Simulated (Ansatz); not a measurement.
**AlCl2F (SMILES [F][Al]([Cl])[Cl]): HF/STO-3G**

Aim: the vertical singlet–triplet gap of AlCl2F at HF/STO-3G, from 2 runs. 

The results are computed with Ansatz 0.2.0.

61 further runs of the same task are left out: 5 that didn't finish, 56 set aside as unsound or not needed.

## Step 1: The structure to begin with

AlCl2F has 4 atoms, charge 0, and is taken as a singlet. SMILES: `[F][Al]([Cl])[Cl]`. The shape is that of a PBE0-D4/def2-TZVP optimisation.

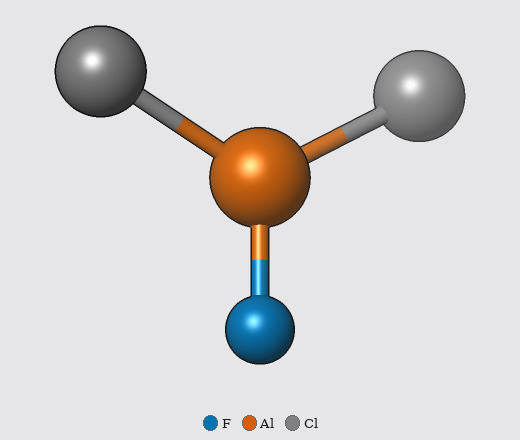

The structure, seen from a chosen angle (fluorine blue, aluminium orange, chlorine grey).

## Step 2: The energy at HF/STO-3G

Input file run.yaml:

```yaml
crystal:
  periodic: [false, false, false]
  atoms:
    - {symbol: F, position_ang: [0.087420, 0.388220, 1.682350]}
    - {symbol: Al, position_ang: [0.004800, 0.021530, 0.093600]}
    - {symbol: Cl, position_ang: [1.223040, -1.463690, -0.663450]}
    - {symbol: Cl, position_ang: [-1.315270, 1.053930, -1.112510]}
basis:
  gaussian:
    orbitals: STO-3G
hamiltonian:
  xc: hf
accuracy: high
```

On the command line:

```sh
$ ansatz run run.yaml --threads 1 --pin off --max-ram 3480MiB --events-out events.jsonl --progress --plain --runs-dir runs
```

Standard output:

```text
Warning: RAYON_NUM_THREADS=1 ignored (pool sized by the plan → 1); use --threads N
Functional definition: HF
  name "HF"
  exchange = exact_x
  correlation = 0
603 factors; integrals over basis functions are off by at most 2.8e-8 eV
mean field evaluation 1: about -33914.4348 eV, gradient 2.6e1 eV
mean field evaluation 2: about -33914.4556 eV, gradient 2.6e1 eV
mean field evaluation 4: about -33917.3960 eV, gradient 8.2e-1 eV
mean field evaluation 8: about -33917.3984 eV, gradient 2.6e-2 eV
mean field -33917.39838949 eV, -1246.4414007754 hartree, gradient 6.1e-8 eV, S^2 0.000000; 0 other end points of the search recorded, 0 dependent functions left out
reference -33917.39838949 eV, -1246.4414007754 hartree; 28, 28 occupied and 4, 4 virtual orbitals, 603 factors
Total energy: -33917.39838949 eV, -1246.4414007754 hartree
```

Run time: 0.26 s. Hardware: 1 thread of Arm Neoverse V1, shared host.

## Step 3: The triplet at the same level

Input file in.yaml:

```yaml
crystal:
  periodic: [false, false, false]
  atoms:
    - {symbol: F, position_ang: [0.087420, 0.388220, 1.682350]}
    - {symbol: Al, position_ang: [0.004800, 0.021530, 0.093600]}
    - {symbol: Cl, position_ang: [1.223040, -1.463690, -0.663450]}
    - {symbol: Cl, position_ang: [-1.315270, 1.053930, -1.112510]}
basis:
  gaussian:
    orbitals: STO-3G
magnetization:
  spin_polarized: true
  initial_magnetization: 2
hamiltonian:
  xc: hf
accuracy: high
```

On the command line:

```sh
$ ansatz run in.yaml --threads 1 --pin off --max-ram 3480MiB --events-out events.jsonl --progress --plain --runs-dir runs
```

Standard output, shortened:

```text
Warning: RAYON_NUM_THREADS=1 ignored (pool sized by the plan → 1); use --threads N
[... 2 set-up lines as earlier in the session ...]
[...]
603 factors; integrals over basis functions are off by at most 2.8e-8 eV
[...]
mean field -33909.72336322 eV, -1246.1593487624 hartree, gradient 2.4e-8 eV, S^2 2.005818; 3 other end points of the search recorded, 0 dependent functions left out
reference -33909.72336322 eV, -1246.1593487624 hartree; 29, 27 occupied and 3, 5 virtual orbitals, 603 factors
Total energy: -33909.72336322 eV, -1246.1593487624 hartree
```

Wall time 1.2 s (1 thread of Arm Neoverse V1, shared host); peak memory 0.099 GiB.

## Step 4: Outcome

At HF/STO-3G:

```
                                        quantity           value
                           singlet: total energy  -1246.44140 Eh
                           triplet: total energy  -1246.15935 Eh
                                   triplet: ⟨S²⟩           2.006
vertical energy of the triplet above the singlet        7.675 eV
```

In words: At this shape the triplet lies 7.68 eV (741 kJ/mol) above the singlet. In a minimal basis such a difference can be off by several eV, whatever the method.
